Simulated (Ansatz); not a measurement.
System: ClH₅InNSi.

The calculation's input:

```
crystal:
  periodic: [false, false, false]
  atoms:
    - symbol: Cl
      position_ang: [-3.098500, 0.085634, -1.027621]
    - symbol: In
      position_ang: [-1.316051, -1.662642, -1.230567]
    - symbol: "N"
      position_ang: [-0.422008, 0.046291, 0.664289]
    - symbol: Si
      position_ang: [1.003626, 1.000940, 0.263706]
    - symbol: H
      position_ang: [2.196455, 0.157705, 0.563924]
    - symbol: H
      position_ang: [-0.429183, -0.365343, 1.596241]
    - symbol: H
      position_ang: [0.935961, 1.302949, -1.194973]
    - symbol: H
      position_ang: [1.113989, 2.284807, 1.021892]
    - symbol: H
      position_ang: [-1.327380, 0.502079, 0.495770]
basis:
  gaussian:
    orbitals: def2-TZVPD
hamiltonian:
  xc: {name: PBE0}
output: {forces: true, orbitals: {seedname: orbitals}}
```

Command:

```sh
ansatz run input.yaml --threads 2 --pin off --max-ram 4350MiB --events-out events.jsonl --progress --plain --runs-dir runs
```

Geometry: PBE0-D3(BJ)/def2-SVP; core potentials replace the inner electrons of In.

Level of theory: Ansatz, isolated molecule in a Gaussian basis; Kohn-Sham density functional theory, functional PBE0.

Q: Predict the electron density and electron localisation function between the atoms.

A: Si–N (1.76 Å): the density is about 1 e/Å³ at the midpoint; the ELF peaks at about 0.90 between the atoms: a polar covalent bond.
N–H (1.02 Å): ρ at the midpoint is about 2.8 e/Å³; the ELF climbs to about 1 towards the hydrogen, as it does in any bond to H; a covalent bond by its length.
Si–H (1.49 Å): the density is about 0.8 e/Å³ at the midpoint; the ELF climbs to about 1 towards the hydrogen.

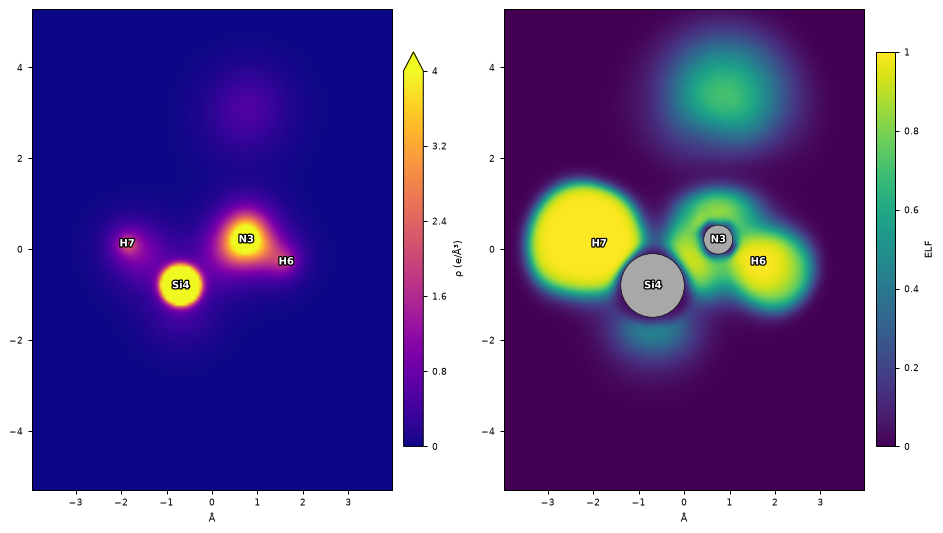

Computed electron density and electron localisation function on the plane of atoms N3, Si4 and H7, in this order. Grey discs cover the atomic cores in the ELF map. 
